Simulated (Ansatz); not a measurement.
# F₂H₆N₂OSi₂ (SMILES N[SiH](F)O[SiH](N)F): what the fields show

Input

```
crystal:
  periodic: [false, false, false]
  atoms:
    - {symbol: N, position_ang: [-0.039094, -1.598760, 2.109700]}
    - {symbol: Si, position_ang: [0.915010, -1.097172, 0.808667]}
    - {symbol: F, position_ang: [1.298331, -2.270361, -0.207359]}
    - {symbol: O, position_ang: [0.046422, -0.016956, -0.032788]}
    - {symbol: Si, position_ang: [-0.144430, 0.835642, -1.398820]}
    - {symbol: N, position_ang: [-1.288130, 2.037705, -1.080109]}
    - {symbol: F, position_ang: [1.298392, 1.398906, -1.794535]}
    - {symbol: H, position_ang: [-1.032940, -1.725373, 2.011917]}
    - {symbol: H, position_ang: [0.342168, -2.157934, 2.854152]}
    - {symbol: H, position_ang: [2.197506, -0.559112, 1.294390]}
    - {symbol: H, position_ang: [-0.575154, 0.012059, -2.541808]}
    - {symbol: H, position_ang: [-1.320014, 2.507169, -0.190220]}
    - {symbol: H, position_ang: [-1.677767, 2.599287, -1.818389]}
basis:
  gaussian: {orbitals: def2-TZVPP}
hamiltonian: {xc: pbe0, dispersion: d4}
output: {orbitals: {seedname: orbitals}}
```

Launched as:

```sh
ansatz run in.yaml --threads 2 --pin off --events-out ev --progress --plain --max-ram 32768MiB --backend cpu
```

Geometry: PBE0-D4/def2-TZVP.

The calculation used RKS PBE0-D4/def2-TZVPP in Ansatz 0.2.0.

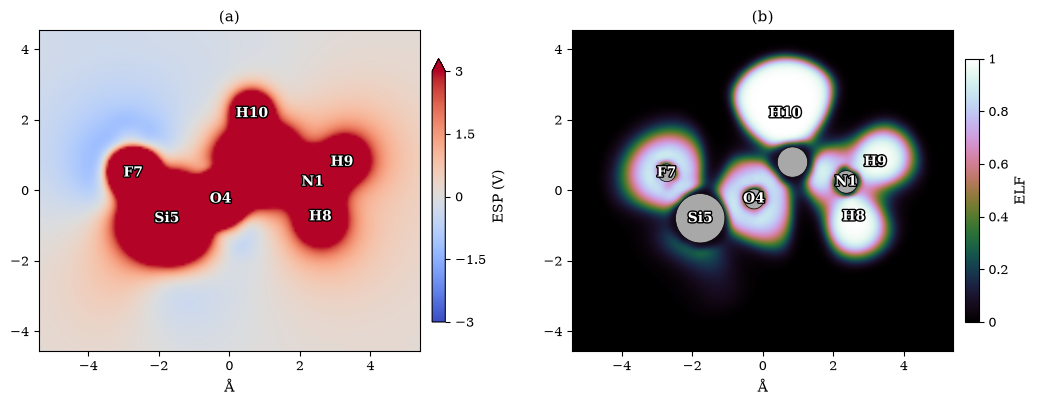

Figure 1. (a) electrostatic potential; (b) electron localisation function on the plane of atoms O4, Si5 and F7. Grey discs cover the atomic cores in the ELF map.

> What do the fields say about this system?

- The section cuts through N, O, Si, F and H sites.
- Si–F (1.60 Å): the ELF peaks at about 0.85 in the valence shell of F, 0.6 Å from its nucleus, and is about 0.45 at the midpoint.
- Si–O (1.62 Å): the ELF peaks at about 0.85 between the atoms, as expected for a short, strongly polar bond.
- N–H (1.01 Å): the ELF climbs to about 1 towards the hydrogen, as it does in any bond to H (a covalent bond by its length).
- The ELF also peaks beside O4 and F7, away from the bonds: lone-pair regions.
- Outside the dense part of the molecule the potential is most negative (−1.2 V) near F7.

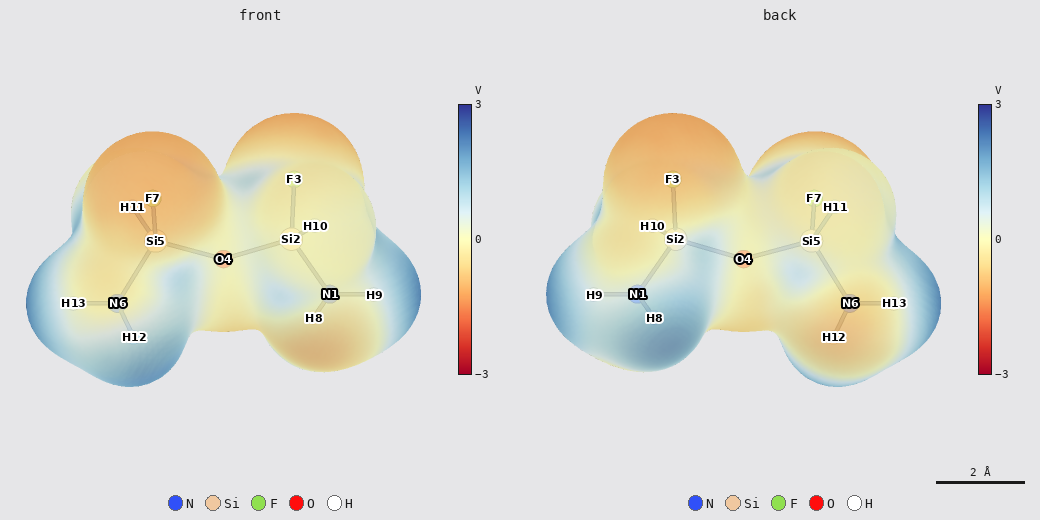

Figure 2. The electrostatic potential painted on the density surface at 0.002 e/bohr³, seen from the front and from behind; the colour scale runs from red (negative) to blue (positive).

> Describe the electrostatic potential map.

The most negative region (about −1.1 V) lies over F3 and F7, the most positive (about +2.0 V) over H8, H9, H12 and H13.

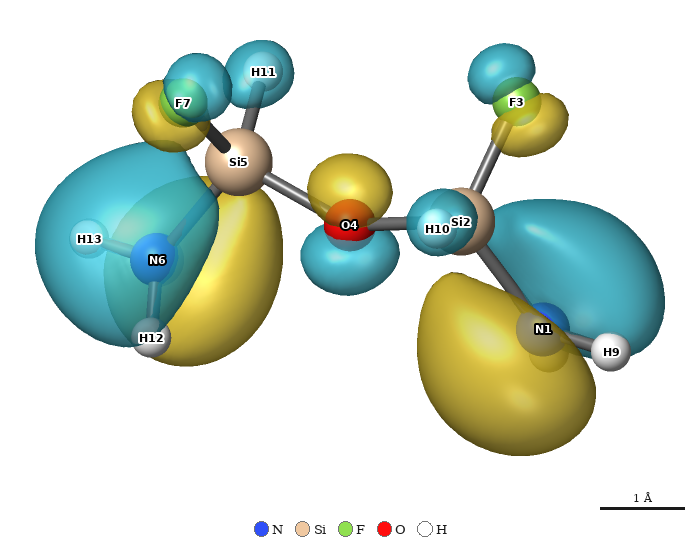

Figure 3. The HOMO at ±0.08 Å⁻³ᐟ² (yellow and cyan are the two phases), seen at a tilt.

> What is the character of this orbital?

By Hirshfeld shares it lies mainly on N1 (about 35 %) and N6 (about 35 %). Its energy is −8.03 eV.
